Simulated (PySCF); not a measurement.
# C6H7Cl2Ga: the cost of one run

Computed with PySCF 2.14.0 and routines of our own; the level stands in each step. Atoms count from 0.

## Step 1: The system as given

16 atoms, charge 0, multiplicity 1; geometry from: GFN2-xTB.

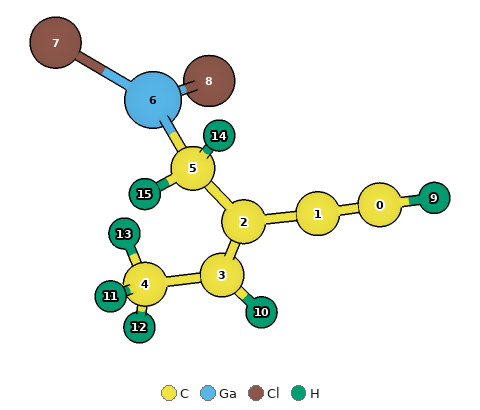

The starting geometry (carbon yellow, gallium blue, chlorine brown, hydrogen teal); sticks join atoms by distance alone.

## Step 2: Vibronic structure: TDA PBE0/def2-SV(P)

Job settings and geometry (Å):

```
{"job": {"kind": "vib", "xc": "PBE0", "basis": "def2-SV(P)", "tda": true}, "charge": 0, "multiplicity": 1}
C      0.033815     1.937337     2.698022
C     -0.145823     1.281479     1.708500
C     -0.320861     0.539460     0.513404
C     -1.195920    -0.479504     0.457841
C     -1.384937    -1.305841    -0.763162
C      0.513029     0.945024    -0.646113
Ga     1.938458    -0.521660    -1.050564
Cl     2.839166    -0.641657    -2.954746
Cl     2.607344    -1.875416     0.414558
H      0.178876     2.496066     3.574095
H     -1.776653    -0.726807     1.334318
H     -1.767502    -0.709196    -1.594474
H     -2.069277    -2.129652    -0.581601
H     -0.414530    -1.725995    -1.094103
H      1.026990     1.891488    -0.457656
H     -0.069775     1.033819    -1.569728
```

With the program's defaults for keys left out, this is: TDA PBE0/def2-SV(P) vertical-gradient vibronic structure (displaced harmonic oscillators, Condon), gas phase.

On the command line:

```bash
OMP_NUM_THREADS=1 python excited_run.py task.json out
```

One launch serves the whole session: the jobs run in the order shown.

**Question.** How long does this job take on 1 thread of Arm Neoverse N1, shared host, and how much memory does it need?

About 87 s, with a peak of 1.1 GiB.
